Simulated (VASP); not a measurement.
Energy against volume of InP (zinc blende). These are HSEsol screened hybrid, VASP's PBE PAW potentials (set 64) (plane waves; VASP 6.6.1) values and carry that method's errors.

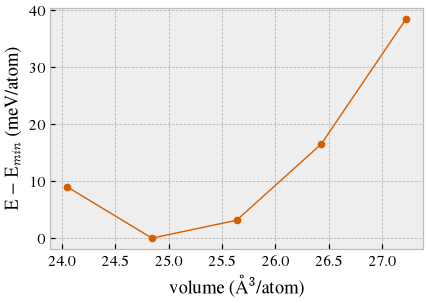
Fig. 1. Energy against volume

Estimate the equilibrium volume and the bulk modulus.

The minimum lies near 25.0 Å³/atom, and the curvature gives B0 of about 74 GPa.

Measured: bulk modulus 72.0 GPa at 0 K (computed value off by +3.3 %), as given by Daniel Mejia-Rodriguez et al., Physical Review B (2018), arXiv:1807.09216 [0 K value with the zero-point phonon effect removed]; a 5.858 Å at 0 K (computed value off by -0.2 %), as given by Daniel Mejia-Rodriguez et al., Physical Review B (2018), arXiv:1807.09216 [static lattice: zero-point anharmonic expansion removed].

The compound is InP in the zinc blende structure. It was relaxed first. The cell's shape comes from a PBE relaxation.
